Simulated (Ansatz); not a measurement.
SnH5Br: several calculations on one system

## 1. Relaxation

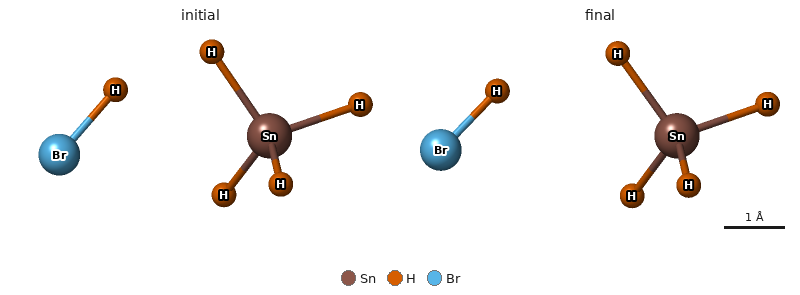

The structure of SnH5Br before (left) and after (right) a relaxation, at one scale.

A ball-and-stick model, seen at a tilt.

The run prepares an end point of a later path (reaction) calculation, from a guessed geometry.

All numbers below come from RKS PBE/def2-SVP (Ansatz 0.2.0). Settings: no spin polarisation; force threshold 0.03 eV/Å; at most 50 steps.

Describe what moved and what it gained.

Over 3 geometry steps the energy falls by 6.92 kJ/mol. The largest force component goes from 1.2 to 0.026 eV/Å. The largest move after the best rigid fit is that of the Br atom, 0.34 Å. By element the largest moves are Br 0.34 Å, H 0.33 Å, Sn 0.13 Å. Among the contacts that change: Br–H 1.510 → 1.440 Å, H–Sn 1.740 → 1.733 Å. Cost: 11 s on 1 thread of Arm Neoverse V2 (shared host), peak memory 0.12 GiB.

## 2. Relaxation

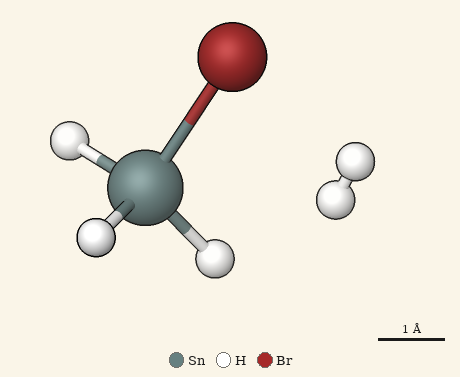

Starting structure of SnH5Br. The picture is a ball-and-stick view, seen at a tilt.

The run prepares an end point of a later path (reaction) calculation, from a guessed geometry.

All numbers below come from RKS PBE/def2-SVP in Ansatz.

The input:
```yaml
crystal:
  periodic: [false, false, false]
  atoms:
    - { symbol: Sn, position_ang: [-0.520621, -8.9e-05, -0.463087] }
    - { symbol: H, position_ang: [0.198692, 0.002506, 2.399169] }
    - { symbol: H, position_ang: [0.917533, -0.000283, 0.479614] }
    - { symbol: H, position_ang: [-0.661038, 1.433148, -1.411827] }
    - { symbol: H, position_ang: [-0.66124, -1.433306, -1.411821] }
    - { symbol: Br, position_ang: [-2.596946, 0.000415, 1.05826] }
    - { symbol: H, position_ang: [-0.42808, -0.002391, 2.757793] }
basis:
  gaussian: { orbitals: def2-SVP }
hamiltonian:
  xc: pbe
relax:
  f_tol: 0.03
  max_steps: 50
```

Command:
```bash
ansatz run input.yaml --threads 1 --pin off --max-ram 2048MiB --backend cpu --events-out ev --progress --plain --runs-dir out
```

Where does the relaxation end?

Answer. After 11 accepted moves (13 points after the start) the energy has fallen by 22.2 kJ/mol. The largest force component goes from 1.7 to 0.0014 eV/Å. The line search rejected the trial steps at points 6, 8 of the run. The forces were under the threshold at step 7, but the run went on from there. H2 moves most after the best rigid fit: 1.18 Å. By element the largest moves are H 1.18 Å, Sn 0.34 Å, Br 0.24 Å. Some distances before and after: H2–H7 0.722 → 0.770 Å, Sn1–Br6 2.574 → 2.527 Å. Among the angles between lasting bonds that change: H3–Sn1–Br6 110.5° → 106.3°.

Final geometry:

```xyz
7

Sn   -0.5894   -0.0002   -0.7987
H     0.3255    0.0005    3.5699
H     0.8494   -0.0003    0.1494
H    -0.7526    1.4308   -1.7455
H    -0.7527   -1.4310   -1.7457
Br   -2.5169   -0.0002    0.8358
H    -0.3149    0.0004    3.1429
```

The end point in the same view:

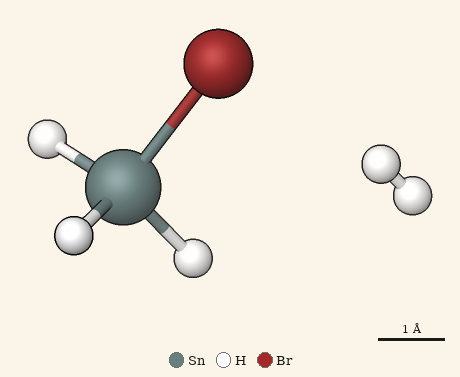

## 3. Path

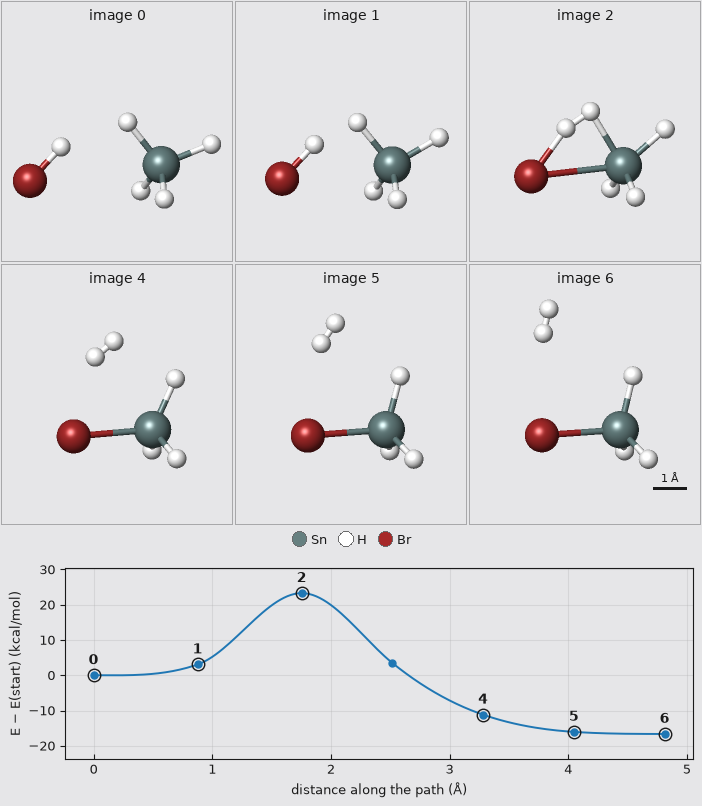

A search for the minimum-energy path of SnH5Br, made up at the start of SnH4 and HBr by the nudged elastic band. Images are numbered from 0 (start) to 6 (end). Style: ball-and-stick. Shown at a tilt.

Method: Ansatz, RKS PBE/def2-SVP.

The input:
```yaml
crystal:
  periodic: [false, false, false]
  atoms:
    - { symbol: Sn, position_ang: [0.320234, 0.0, -0.158057] }
    - { symbol: H, position_ang: [0.198637, 0.0, 1.571126] }
    - { symbol: H, position_ang: [1.99036, 0.0, -0.587335] }
    - { symbol: H, position_ang: [-0.445957, 1.4155, -0.77064] }
    - { symbol: H, position_ang: [-0.445957, -1.4155, -0.77064] }
    - { symbol: Br, position_ang: [-3.390463, 0.0, 1.920092] }
    - { symbol: H, position_ang: [-1.978554, 0.0, 2.203552] }
basis:
  gaussian: { orbitals: def2-SVP }
hamiltonian:
  xc: pbe
neb:
  order_check: false
  images: 5
  f_tol: 0.05
  max_iterations: 60
  final_atoms:
    - { symbol: Sn, position_ang: [-0.45997718, -7.99e-05, -0.79759052] }
    - { symbol: H, position_ang: [0.01132017, 0.00030912, 3.64089844] }
    - { symbol: H, position_ang: [0.87626364, -0.00023014, 0.29028495] }
    - { symbol: H, position_ang: [-0.52721899, 1.43095745, -1.75589014] }
    - { symbol: H, position_ang: [-0.52725799, -1.43088354, -1.75623572] }
    - { symbol: Br, position_ang: [-2.54189543, -0.00025923, 0.63497393] }
    - { symbol: H, position_ang: [-0.58293421, 0.00018624, 3.15165705] }
  initial_path:
    images:
      - { positions_ang: [[0.320234, 0.0, -0.158057], [0.198637, 0.0, 1.571126], [1.99036, 0.0, -0.587335], [-0.445957, 1.4155, -0.77064], [-0.445957, -1.4155, -0.77064], [-3.390463, 0.0, 1.920092], [-1.978554, 0.0, 2.203552]] }
      - { positions_ang: [[0.21605488, 0.0, -0.10250157], [0.12387952, 0.0, 1.74686515], [1.87941615, 0.0, -0.57307299], [-0.56479088, 1.41693333, -0.70835557], [-0.56479088, -1.41693333, -0.70835557], [-3.17667143, 0.0, 1.57207913], [-1.66479734, 0.0, 2.18143942]] }
      - { positions_ang: [[0.11187576, 0.0, -0.04694615], [0.04912204, 0.0, 1.92260431], [1.76847229, 0.0, -0.55881097], [-0.68362477, 1.41836667, -0.64607115], [-0.68362477, -1.41836667, -0.64607115], [-2.96287986, 0.0, 1.22406626], [-1.35104069, 0.0, 2.15932684]] }
      - { positions_ang: [[0.00769664, 0.0, 0.00860928], [-0.02563544, 0.0, 2.09834346], [1.65752844, 0.0, -0.54454896], [-0.80245865, 1.4198, -0.58378672], [-0.80245865, -1.4198, -0.58378672], [-2.74908829, 0.0, 0.87605339], [-1.03728403, 0.0, 2.13721427]] }
      - { positions_ang: [[-0.14819464, -2.663e-05, -0.26012399], [-0.0133169, 0.00010304, 2.61252845], [1.39710684, -7.671e-05, -0.26627099], [-0.7107121, 1.42351915, -0.97448786], [-0.7107251, -1.42349451, -0.97460305], [-2.68002401, -8.641e-05, 0.79569357], [-0.88583409, 6.208e-05, 2.47536186]] }
      - { positions_ang: [[-0.30408591, -5.327e-05, -0.52885725], [-0.00099837, 0.00020608, 3.12671345], [1.13668524, -0.00015343, 0.01200698], [-0.61896555, 1.4272383, -1.365189], [-0.61899154, -1.42718903, -1.36541939], [-2.61095972, -0.00017282, 0.71533375], [-0.73438415, 0.00012416, 2.81350945]] }
      - { positions_ang: [[-0.45997718, -7.99e-05, -0.79759052], [0.01132017, 0.00030912, 3.64089844], [0.87626364, -0.00023014, 0.29028495], [-0.52721899, 1.43095745, -1.75589014], [-0.52725799, -1.43088354, -1.75623572], [-2.54189543, -0.00025923, 0.63497393], [-0.58293421, 0.00018624, 3.15165705]] }
```

Command:
```bash
ansatz run input.yaml --threads 1 --pin off --max-ram 2048MiB --backend cpu --events-out ev --progress --plain --runs-dir out
```

> What happens along the path, and what is the barrier?

Breaking: Br–H (1.44 → 3.19 Å), H–Sn (1.73 → 4.46 Å). Forming: H–H (2.27 → 0.77 Å), Br–Sn (4.25 → 2.53 Å). Forward barrier 23.3 kcal/mol, backward barrier 40.0 kcal/mol, with image 2 at the top; the reaction energy is −16.7 kcal/mol. The band converged in 11 iterations. The largest component of the band force went from 4.5 to 0.022 eV/Å. The climbing image converged on the top of the path. Its vibrational analysis gives 2 imaginary modes over 30i cm⁻¹, so it isn't confirmed as a transition state.

Limits of the set-up: the start holds two separate molecules, 2.3 Å apart at their closest, whose relative position is a soft coordinate and is computed without a dispersion correction.
